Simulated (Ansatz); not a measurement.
**BSi2H+ (doublet): from Hartree-Fock to the top rungs, cc-pVDZ**

How much of the correlation energy of BSi2H+ (doublet) does each wave-function method recover here?

Computed with Ansatz 0.2.0, Gaussian basis. Level: cc-pVDZ, core rule «outside noble gas», up to 11 orbitals frozen.

To be run: UHF; CCSD(T) on ROHF; CCSD(T) on UHF; BCCD(T) on ROHF; CISD as a restricted active space (open shells left free, so some higher excitations enter); CCSDT(Q) on ROHF; CCSDT(Q) on UHF; CASSCF and MRCISD+Q, 9 electrons in 9 orbitals; CASSCF and NEVPT2, 9 electrons in 9 orbitals.

25 further runs of the same task are left out: 9 that didn't finish, 16 set aside as unsound or not needed. Runs told in other sessions of the task aren't counted.

## 1. The system

The geometry is a PBE0/def2-TZVP stationary point (not a proven minimum) of the parent state, kept for this charge and spin.

4 atoms, charge 1, spin multiplicity 2.

Atoms are counted from 1 here; the program's logs count them from 0.

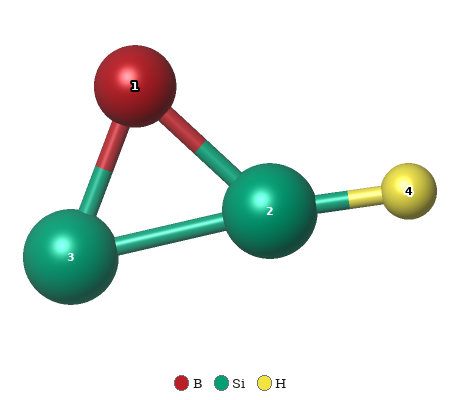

The structure; boron red, silicon teal, hydrogen yellow; atoms are numbered from 1 in the order of the file.

In the tables R marks a restricted open-shell determinant and U an unrestricted one; 'frontier' is the active space of 9 electrons in 9 orbitals; energies count from the table's Hartree-Fock row.

## 2. UHF

Input file in.yaml:

```yaml
crystal:
  periodic: [false, false, false]
  atoms:
    - {symbol: B, position_ang: [0.000000, -1.358854, -0.090412]}
    - {symbol: Si, position_ang: [0.000000, 0.218790, 1.056852]}
    - {symbol: Si, position_ang: [0.000000, 0.293674, -1.113422]}
    - {symbol: H, position_ang: [0.000000, 0.295418, 2.546020]}
basis:
  gaussian: {orbitals: cc-pVDZ}
total_charge: 1
magnetization: {spin_polarized: true, initial_magnetization: 1}
hamiltonian: {xc: hf}
output: {orbitals: {seedname: orbitals}}
```

Started as:

```
ansatz run in.yaml --threads 1 --pin off --events-out ev --progress --plain --max-ram 2393MiB
```

Log:

```text
Functional definition: HF
  name "HF"
  cite "Fock, Z. Phys. 61, 126 (1930) doi:10.1007/BF01340294"
  parent pbe
  exchange = exact_x
  correlation = 0
545 factors; integrals over basis functions are off by at most 1.2e-3 eV
mean field evaluation 1: about -16398.5057 eV, gradient 1.0e1 eV
mean field evaluation 2: about -16398.6045 eV, gradient 1.0e1 eV
mean field evaluation 4: about -16399.6808 eV, gradient 2.1e0 eV
mean field evaluation 8: about -16399.7886 eV, gradient 4.4e-1 eV
mean field evaluation 16: about -16399.8654 eV, gradient 2.7e-1 eV
mean field evaluation 32: about -16399.9072 eV, gradient 6.9e-3 eV
mean field evaluation 64: about -16399.9085 eV, gradient 3.2e-5 eV
mean field evaluation 96: about -16399.9051 eV, gradient 1.2e-1 eV
mean field evaluation 128: about -16399.6388 eV, gradient 1.8e0 eV
mean field evaluation 160: about -16399.6364 eV, gradient 1.4e0 eV
mean field evaluation 192: about -16399.8746 eV, gradient 2.7e-1 eV
mean field evaluation 224: about -16399.8948 eV, gradient 2.4e-1 eV
mean field evaluation 256: about -16399.5493 eV, gradient 9.2e-1 eV
mean field evaluation 288: about -16399.4791 eV, gradient 7.5e-1 eV
mean field evaluation 320: about -16399.4714 eV, gradient 3.7e-1 eV
mean field evaluation 352: about -16399.4407 eV, gradient 4.3e-1 eV
mean field evaluation 384: about -16399.8283 eV, gradient 3.2e-1 eV
mean field evaluation 416: about -16399.9072 eV, gradient 9.1e-5 eV
mean field -16399.90848392 eV, -602.6855205269 hartree, gradient 9.6e-6 eV, S^2 1.210479; 6 other end points of the search recorded, 0 dependent functions left out
reference -16399.90848392 eV, -602.6855205269 hartree; 17, 16 occupied and 38, 39 virtual orbitals, 545 factors
Total energy: -16399.90848392 eV, -602.6855205269 hartree
```

Wall time 4.1 s (1 thread of Arm Neoverse V1, shared host).

From the report: ⟨S²⟩ of the determinant 1.210 (pure doublet: 0.75).

## 3. CCSD(T) on ROHF

Changes to in.yaml since step 2:

```diff
@@ -10,4 +10,3 @@
 total_charge: 1
-magnetization: {spin_polarized: true, initial_magnetization: 1}
-hamiltonian: {xc: hf}
-output: {orbitals: {seedname: orbitals}}
+magnetization: {spin_polarized: false, initial_magnetization: 1}
+correlation: {method: ccsd_t, electrons: outside_noble_gas}
```

The command is unchanged.

Log, shortened:

```text
Functional definition: HF
  name "HF"
  cite "Fock, Z. Phys. 61, 126 (1930) doi:10.1007/BF01340294"
  parent pbe
[...]
545 factors; integrals over basis functions are off by at most 1.2e-3 eV
[...]
mean field -16399.52568586 eV, -602.6714529575 hartree, gradient 2.3e-6 eV, S^2 0.750000; 13 other end points of the search recorded, 0 dependent functions left out
[...]
determinant -16399.52568586 eV, -602.6714529575 hartree, with singles and doubles -16406.84950782 eV, -602.9405984505 hartree
determinant -16398.55262497 eV, -602.6356936294 hartree, with singles and doubles -16405.41370178 eV, -602.8878335516 hartree
determinant -16396.97280143 eV, -602.5776361851 hartree, with singles and doubles -16403.34575153 eV, -602.8118377816 hartree
determinant -16396.44496210 eV, -602.5582384475 hartree, with singles and doubles -16403.87830366 eV, -602.8314087114 hartree
11 core orbitals not correlated: weight in the atoms' cores, before any rotation towards them, 1.000 or more for the frozen orbitals, at most 0.000 for the correlated occupied ones
reference -16399.52568586 eV, -602.6714529575 hartree; 6, 5 occupied and 38, 39 virtual orbitals, 545 factors
second order -6.53333369 eV of doubles, -0.11447555 eV of singles
cycle   1  -7.32291583 eV  change    9.1e-4 eV  update   8.4e-3
[...]
cycle  12  -7.33923498 eV  change    7.6e-6 eV  update   8.9e-6
perturbative correction -0.55829925 eV, -0.0205171192 hartree
Total energy: -16407.42322009 eV, -602.9616819874 hartree
```

Wall time 12 s (1 thread of Arm Neoverse V1, shared host).

From the report: correlation -7.8975 eV; T1 0.054; largest double amplitude 0.08.

## 4. CCSD(T) on UHF

Changes to in.yaml since step 3:

```diff
@@ -10,3 +10,3 @@
 total_charge: 1
-magnetization: {spin_polarized: false, initial_magnetization: 1}
+magnetization: {spin_polarized: true, initial_magnetization: 1}
 correlation: {method: ccsd_t, electrons: outside_noble_gas}
```

Launched as before.

Log, shortened:

```text
Functional definition: HF
  name "HF"
  cite "Fock, Z. Phys. 61, 126 (1930) doi:10.1007/BF01340294"
  parent pbe
[...]
545 factors; integrals over basis functions are off by at most 1.2e-3 eV
[...]
mean field -16399.90848392 eV, -602.6855205269 hartree, gradient 3.3e-6 eV, S^2 1.210482; 21 other end points of the search recorded, 0 dependent functions left out
determinant -16399.90848392 eV, -602.6855205269 hartree, with singles and doubles -16406.84483439 eV, -602.9404267049 hartree
determinant -16399.90722748 eV, -602.6854743533 hartree, with singles and doubles -16406.85534284 eV, -602.9408128833 hartree
determinant -16399.44805109 eV, -602.6685999323 hartree, with singles and doubles -16405.49775284 eV, -602.8909223711 hartree
determinant -16399.27120315 eV, -602.6621008904 hartree, with singles and doubles -16405.48126480 eV, -602.8903164469 hartree
determinant -16399.23587452 eV, -602.6608025872 hartree, with singles and doubles -16405.50426188 eV, -602.8911615738 hartree
determinant -16399.10773409 eV, -602.6560935132 hartree, with singles and doubles -16406.05987564 eV, -602.9115800028 hartree
determinant -16399.90848392 eV, -602.6855205269 hartree, with singles and doubles -16406.87458487 eV, -602.9415200149 hartree
determinant -16399.90722748 eV, -602.6854743533 hartree, with singles and doubles -16406.87386023 eV, -602.9414933849 hartree
11 core orbitals not correlated: weight in the atoms' cores, before any rotation towards them, 1.000 or more for the frozen orbitals, at most 0.000 for the correlated occupied ones
reference -16399.90848392 eV, -602.6855205269 hartree; 6, 5 occupied and 38, 39 virtual orbitals, 545 factors
second order -5.79000418 eV of doubles, -0.00000000 eV of singles
cycle   1  -6.96609518 eV  change    5.8e-6 eV  update   5.1e-6
perturbative correction -0.50779938 eV, -0.0186612830 hartree
Total energy: -16407.38237848 eV, -602.9601810861 hartree
```

It took 26 s on 1 thread of Arm Neoverse V1, shared host.

From the report: ⟨S²⟩ of the determinant 1.210 (pure doublet: 0.75); correlation -7.4739 eV; T1 0.083; largest double amplitude 0.08.

## 5. BCCD(T) on ROHF

Changes to in.yaml since step 4:

```diff
@@ -10,3 +10,3 @@
 total_charge: 1
-magnetization: {spin_polarized: true, initial_magnetization: 1}
-correlation: {method: ccsd_t, electrons: outside_noble_gas}
+magnetization: {spin_polarized: false, initial_magnetization: 1}
+correlation: {method: bccd_t, electrons: outside_noble_gas}
```

Same command.

Log, shortened:

```text
Functional definition: HF
  name "HF"
  cite "Fock, Z. Phys. 61, 126 (1930) doi:10.1007/BF01340294"
  parent pbe
[...]
545 factors; integrals over basis functions are off by at most 1.2e-3 eV
[...]
mean field -16399.52568586 eV, -602.6714529575 hartree, gradient 2.3e-6 eV, S^2 0.750000; 13 other end points of the search recorded, 0 dependent functions left out
[...]
determinant -16399.52568586 eV, -602.6714529575 hartree, with singles and doubles -16406.84950782 eV, -602.9405984505 hartree
determinant -16398.55262497 eV, -602.6356936294 hartree, with singles and doubles -16405.41370178 eV, -602.8878335516 hartree
determinant -16396.97280143 eV, -602.5776361851 hartree, with singles and doubles -16403.34575153 eV, -602.8118377816 hartree
determinant -16396.44496210 eV, -602.5582384475 hartree, with singles and doubles -16403.87830366 eV, -602.8314087114 hartree
11 core orbitals not correlated: weight in the atoms' cores, before any rotation towards them, 1.000 or more for the frozen orbitals, at most 0.000 for the correlated occupied ones
reference -16399.52568586 eV, -602.6714529575 hartree; 6, 5 occupied and 38, 39 virtual orbitals, 545 factors
second order -6.53333369 eV of doubles, -0.11447555 eV of singles
cycle   1  -7.30497674 eV  change    1.9e-2 eV  update   2.2e-2
[...]
cycle  17  -7.32434764 eV  change    2.6e-6 eV  update   6.3e-6
perturbative correction -0.56909783 eV, -0.0209139596 hartree
Total energy: -16407.41913133 eV, -602.9615317282 hartree
```

It took 13 s on 1 thread of Arm Neoverse V1, shared host.

From the report: correlation -7.8934 eV; largest double amplitude 0.08.

## 6. CISD as a restricted active space (open shells left free, so some higher excitations enter)

Changes to in.yaml since step 5:

```diff
@@ -11,2 +11,2 @@
 magnetization: {spin_polarized: false, initial_magnetization: 1}
-correlation: {method: bccd_t, electrons: outside_noble_gas}
+correlation: {active_space: {ras: {orbitals: [5, 1, 38], electrons: 11, max_holes: 2, max_particles: 2}, fixed_orbitals: true}}
```

The command is unchanged.

Log:

```text
Functional definition: HF
  name "HF"
  cite "Fock, Z. Phys. 61, 126 (1930) doi:10.1007/BF01340294"
  parent pbe
  exchange = exact_x
  correlation = 0
545 factors; integrals over basis functions are off by at most 1.2e-3 eV
mean field evaluation 1: about -16398.5121 eV, gradient 1.3e1 eV
mean field evaluation 2: about -16398.6106 eV, gradient 1.3e1 eV
mean field evaluation 4: about -16399.4560 eV, gradient 3.3e0 eV
mean field evaluation 8: about -16399.5209 eV, gradient 3.0e-1 eV
mean field evaluation 16: about -16399.5257 eV, gradient 2.1e-6 eV
mean field evaluation 32: about -16399.5256 eV, gradient 5.1e-2 eV
mean field evaluation 64: about -16399.5252 eV, gradient 5.7e-2 eV
mean field evaluation 96: about -16397.4593 eV, gradient 1.4e1 eV
mean field -16399.52568586 eV, -602.6714529575 hartree, gradient 2.3e-6 eV, S^2 0.750000; 10 other end points of the search recorded, 0 dependent functions left out
reference -16399.52568586 eV, -602.6714529575 hartree; 17, 16 occupied and 38, 39 virtual orbitals, 545 factors
state -16406.02693923 eV, -602.9103696121 hartree
Total energy: -16406.02693923 eV, -602.9103696121 hartree
```

Run time: 5.5 s. Hardware: 1 thread of Arm Neoverse V1, shared host.

From the report: 49,580 determinants.

## 7. CCSDT(Q) on ROHF

Changes to in.yaml since step 6:

```diff
@@ -11,2 +11,2 @@
 magnetization: {spin_polarized: false, initial_magnetization: 1}
-correlation: {active_space: {ras: {orbitals: [5, 1, 38], electrons: 11, max_holes: 2, max_particles: 2}, fixed_orbitals: true}}
+correlation: {method: ccsdt_q, electrons: outside_noble_gas}
```

Same command.

Log, shortened:

```text
Functional definition: HF
  name "HF"
  cite "Fock, Z. Phys. 61, 126 (1930) doi:10.1007/BF01340294"
  parent pbe
[...]
1049 factors; integrals over basis functions are off by at most 2.1e-7 eV
[...]
mean field -16399.52572848 eV, -602.6714545237 hartree, gradient 1.8e-6 eV, S^2 0.750000; 13 other end points of the search recorded, 0 dependent functions left out
[...]
determinant -16399.52572848 eV, -602.6714545237 hartree, with singles and doubles -16406.84955082 eV, -602.9406000308 hartree
determinant -16398.55266740 eV, -602.6356951888 hartree, with singles and doubles -16405.41374717 eV, -602.8878352195 hartree
determinant -16396.97282822 eV, -602.5776371697 hartree, with singles and doubles -16403.34579218 eV, -602.8118392756 hartree
determinant -16396.44501216 eV, -602.5582402873 hartree, with singles and doubles -16403.87833911 eV, -602.8314100143 hartree
11 core orbitals not correlated: weight in the atoms' cores, before any rotation towards them, 1.000 or more for the frozen orbitals, at most 0.000 for the correlated occupied ones
reference -16399.52572848 eV, -602.6714545237 hartree; 6, 5 occupied and 38, 39 virtual orbitals, 1049 factors
second order -6.53337037 eV of doubles, -0.11447615 eV of singles
cycle   1  -6.86133520 eV  change   -2.1e-1 eV  update   1.4e-1
[...]
cycle  28  -7.92897032 eV  change    1.2e-8 eV  update   6.2e-7
perturbative correction -0.05427020 eV, -0.0019943932 hartree
Total energy: -16407.50896900 eV, -602.9648332016 hartree
```

Run time: 72 s. Hardware: 1 thread of Arm Neoverse V1, shared host; peak memory 0.58 GiB.

From the report: correlation -7.9832 eV; T1 0.060; largest double amplitude 0.10.

## 8. CCSDT(Q) on UHF

Changes to in.yaml since step 7:

```diff
@@ -10,3 +10,3 @@
 total_charge: 1
-magnetization: {spin_polarized: false, initial_magnetization: 1}
+magnetization: {spin_polarized: true, initial_magnetization: 1}
 correlation: {method: ccsdt_q, electrons: outside_noble_gas}
```

The command is unchanged.

Log, shortened:

```text
Functional definition: HF
  name "HF"
  cite "Fock, Z. Phys. 61, 126 (1930) doi:10.1007/BF01340294"
  parent pbe
[...]
1049 factors; integrals over basis functions are off by at most 2.1e-7 eV
[...]
mean field -16399.90853117 eV, -602.6855222633 hartree, gradient 1.3e-7 eV, S^2 1.210483; 21 other end points of the search recorded, 0 dependent functions left out
determinant -16399.90853117 eV, -602.6855222633 hartree, with singles and doubles -16406.84487641 eV, -602.9404282490 hartree
determinant -16399.90727542 eV, -602.6854761151 hartree, with singles and doubles -16406.85538518 eV, -602.9408144393 hartree
determinant -16399.44809654 eV, -602.6686016025 hartree, with singles and doubles -16405.49779713 eV, -602.8909239986 hartree
determinant -16399.27125141 eV, -602.6621026639 hartree, with singles and doubles -16405.48131037 eV, -602.8903181215 hartree
determinant -16399.23592158 eV, -602.6608043168 hartree, with singles and doubles -16405.50430679 eV, -602.8911632242 hartree
determinant -16399.10777899 eV, -602.6560951636 hartree, with singles and doubles -16406.05992312 eV, -602.9115817478 hartree
determinant -16399.90853117 eV, -602.6855222633 hartree, with singles and doubles -16406.87462690 eV, -602.9415215597 hartree
determinant -16399.90727542 eV, -602.6854761151 hartree, with singles and doubles -16406.87390269 eV, -602.9414949454 hartree
11 core orbitals not correlated: weight in the atoms' cores, before any rotation towards them, 1.000 or more for the frozen orbitals, at most 0.000 for the correlated occupied ones
reference -16399.90853117 eV, -602.6855222633 hartree; 6, 5 occupied and 38, 39 virtual orbitals, 1049 factors
second order -5.79003109 eV of doubles, -0.00000000 eV of singles
cycle   1  -6.28769803 eV  change   -5.0e-1 eV  update   1.4e-1
[...]
cycle  32  -7.55012070 eV  change   -5.1e-7 eV  update   1.2e-6
perturbative correction -0.06444278 eV, -0.0023682285 hartree
Total energy: -16407.52309465 eV, -602.9653523099 hartree
```

It took 2.7 min on 1 thread of Arm Neoverse V1, shared host; peak memory 0.55 GiB.

From the report: ⟨S²⟩ of the determinant 1.210 (pure doublet: 0.75); correlation -7.6146 eV; T1 0.094; largest double amplitude 0.09.

## 9. CASSCF and MRCISD+Q, 9 electrons in 9 orbitals

Changes to in.yaml since step 8:

```diff
@@ -10,3 +10,3 @@
 total_charge: 1
-magnetization: {spin_polarized: true, initial_magnetization: 1}
-correlation: {method: ccsdt_q, electrons: outside_noble_gas}
+magnetization: {spin_polarized: false, initial_magnetization: 1}
+correlation: {method: fic_mrcisd_q, electrons: outside_noble_gas, active_space: {window: {electrons: 9, orbitals: 9}}}
```

Launched as before.

Log, shortened:

```text
Functional definition: HF
  name "HF"
  cite "Fock, Z. Phys. 61, 126 (1930) doi:10.1007/BF01340294"
  parent pbe
[...]
545 factors; integrals over basis functions are off by at most 1.2e-3 eV
[...]
mean field -16399.52568586 eV, -602.6714529575 hartree, gradient 2.3e-6 eV, S^2 0.750000; 10 other end points of the search recorded, 0 dependent functions left out
reference -16399.52568586 eV, -602.6714529575 hartree; 17, 16 occupied and 38, 39 virtual orbitals, 545 factors
state -16402.39436475 eV, -602.7768749622 hartree
contracted CI cycle   1: correlation 0.00000000 eV, 0.0000000000 hartree, residual 1.47e1 eV
contracted CI cycle   2: correlation -4.31886846 eV, -0.1587154883 hartree, residual 3.03e0 eV
contracted CI cycle   3: correlation -4.51475782 eV, -0.1659142898 hartree, residual 7.60e-1 eV
contracted CI cycle   4: correlation -4.52741644 eV, -0.1663794854 hartree, residual 2.31e-1 eV
contracted CI cycle   5: correlation -4.52860658 eV, -0.1664232222 hartree, residual 8.35e-2 eV
contracted CI cycle   6: correlation -4.52875147 eV, -0.1664285469 hartree, residual 2.82e-2 eV
contracted CI cycle   7: correlation -4.52876864 eV, -0.1664291778 hartree, residual 8.99e-3 eV
contracted CI cycle   8: correlation -4.52877041 eV, -0.1664292429 hartree, residual 2.70e-3 eV
contracted CI cycle   9: correlation -4.52877057 eV, -0.1664292487 hartree, residual 8.28e-4 eV
state -16402.39436475 eV, -602.7768749622 hartree; corrected -16407.42898424 eV, -602.9618938159 hartree
Total energy: -16407.42898424 eV, -602.9618938159 hartree
```

Run time: 16 s. Hardware: 1 thread of Arm Neoverse V1, shared host; peak memory 0.36 GiB.

From the report: 7,920 determinants; active occupations 1.99, 1.93, 1.90, 1.90, 1.00, 0.12, 0.07, 0.06, 0.03.

## 10. CASSCF and NEVPT2, 9 electrons in 9 orbitals

Changes to in.yaml since step 9:

```diff
@@ -11,2 +11,2 @@
 magnetization: {spin_polarized: false, initial_magnetization: 1}
-correlation: {method: fic_mrcisd_q, electrons: outside_noble_gas, active_space: {window: {electrons: 9, orbitals: 9}}}
+correlation: {method: sc_nevpt2, electrons: outside_noble_gas, active_space: {window: {electrons: 9, orbitals: 9}}}
```

Launched as before.

Log, shortened:

```text
Functional definition: HF
  name "HF"
  cite "Fock, Z. Phys. 61, 126 (1930) doi:10.1007/BF01340294"
  parent pbe
[...]
545 factors; integrals over basis functions are off by at most 1.2e-3 eV
[...]
mean field -16399.52568586 eV, -602.6714529575 hartree, gradient 2.3e-6 eV, S^2 0.750000; 10 other end points of the search recorded, 0 dependent functions left out
reference -16399.52568586 eV, -602.6714529575 hartree; 17, 16 occupied and 38, 39 virtual orbitals, 545 factors
state -16402.39436475 eV, -602.7768749622 hartree
state -16402.39436475 eV, -602.7768749622 hartree; corrected -16406.22093310 eV, -602.9174987554 hartree
Total energy: -16406.22093310 eV, -602.9174987554 hartree
```

It took 13 s on 1 thread of Arm Neoverse V1, shared host.

From the report: 7,920 determinants; active occupations 1.99, 1.93, 1.90, 1.90, 1.00, 0.12, 0.07, 0.06, 0.03.

## 11. The ladder

No level here is safe as a reference; RCCSDT(Q) serves as a yardstick only. Rows without a time are mean-field rows or come out of runs for another level: lower rungs of the coupled-cluster runs, CASSCF and MRCISD of the multireference runs, or the Hartree-Fock search.

Differences are taken before rounding.

| method | energy from the lowest ROHF (kcal/mol) | from RCCSDT(Q) (kcal/mol) | time |
| --- | --- | --- | --- |
| ROHF | 0.00 | +184.10 |  |
| UHF | -8.83 | +175.27 |  |
| RMP2 | -153.30 | +30.80 |  |
| UMP2 | -142.35 | +41.75 |  |
| CISD | -149.92 | +34.18 | 5.5 s |
| RCCSD | -169.25 | +14.85 |  |
| UCCSD | -169.47 | +14.63 |  |
| RCCSD(T) | -182.12 | +1.98 | 12 s |
| UCCSD(T) | -181.18 | +2.92 | 26 s |
| BCCD(T) | -182.03 | +2.07 | 13 s |
| RCCSDT | -182.85 | +1.25 |  |
| UCCSDT | -182.94 | +1.16 |  |
| RCCSDT(Q) | -184.10 | 0 | 72 s |
| UCCSDT(Q) | -184.42 | -0.33 | 2.7 min |
| CASSCF frontier | -66.15 | +117.95 |  |
| NEVPT2 frontier | -154.40 | +29.70 | 13 s |
| MRCISD frontier | -170.59 | +13.51 |  |
| MRCISD+Q frontier | -182.25 | +1.84 | 16 s |

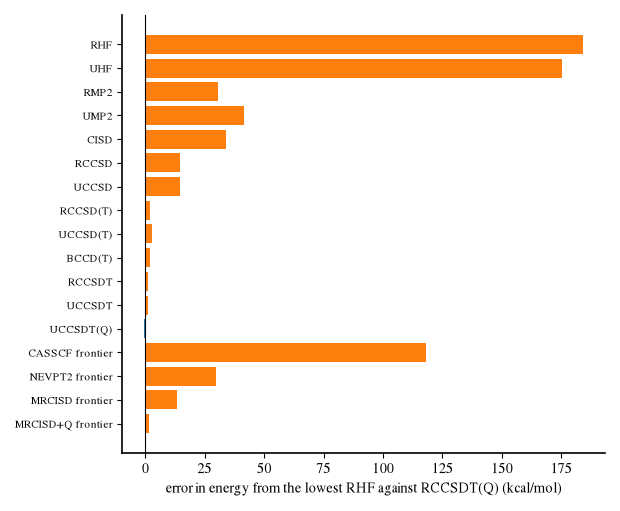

Deviations from RCCSDT(Q), method by method.

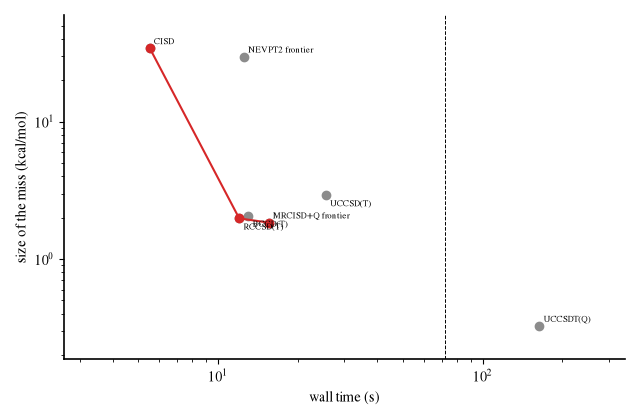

Accuracy for the time spent; red marks the levels that beat every quicker one drawn (of those quicker than the yardstick), and the dashed line is the time of RCCSDT(Q). Times are from a shared host.

## 12. Summary of results

| quantity | value |
| --- | --- |
| RCCSDT(Q) from the ROHF energy | -7.9833 eV |
| RMP2 from RCCSDT(Q) | +30.80 kcal/mol |
| UMP2 from RCCSDT(Q) | +41.75 kcal/mol |
| RCCSD from RCCSDT(Q) | +14.85 kcal/mol |
| RCCSD(T) from RCCSDT(Q) | +1.98 kcal/mol |
| UCCSD(T) from RCCSDT(Q) | +2.92 kcal/mol |
| UCCSDT(Q) from RCCSDT(Q) | -0.33 kcal/mol |
| NEVPT2 frontier from RCCSDT(Q) | +29.70 kcal/mol |
| MRCISD+Q frontier from RCCSDT(Q) | +1.84 kcal/mol |
| T1 diagnostic | 0.054 |

What this shows: RCCSD(T) lands +1.98 kcal/mol from the yardstick (1.1 % of the correlation energy). CCSD(T) misses by +1.98 kcal/mol on the restricted determinant and by +2.92 kcal/mol on the unrestricted one; the two need not hold the same state or core. Warnings: spin contamination; large T1 diagnostic.

With open shells the CI space here admits some higher excitations, so it is larger than plain CISD.
